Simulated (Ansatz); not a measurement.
These are PBE (plane waves to 420 eV, PAW; Ansatz, a quantum-chemistry and plane-wave program) values and carry that method's errors.

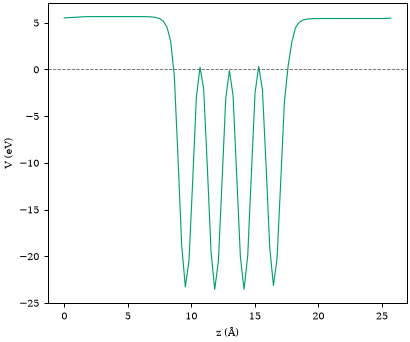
*Electrostatic potential energy of an electron, averaged over planes parallel to the surface, in eV from the Fermi level, for H on the 1x1 (111) surface of fcc Pt, one in a 2x1 cell, started at the site 'bridge Pt-Pt (span 2.8 Å)'*

Slab: 9 atoms, 6.9 Å thick at the start under the adsorbate (thin: gaps and levels are the slab's own); k 6x12x1, smearing 0.1 eV, dipole-corrected; 4 atoms held, the rest relaxed; start symmetry kept, larger cells not searched; no spin, no spin-orbit, no U, no dispersion correction. At the end it is bonded to 2 Pt. In PBE it is, or lies within 0.03 eV of, the lowest of the starts that converged.

The vacuum level lies 5.45 eV above the Fermi level over the top face and 5.66 eV above it under the bottom face.
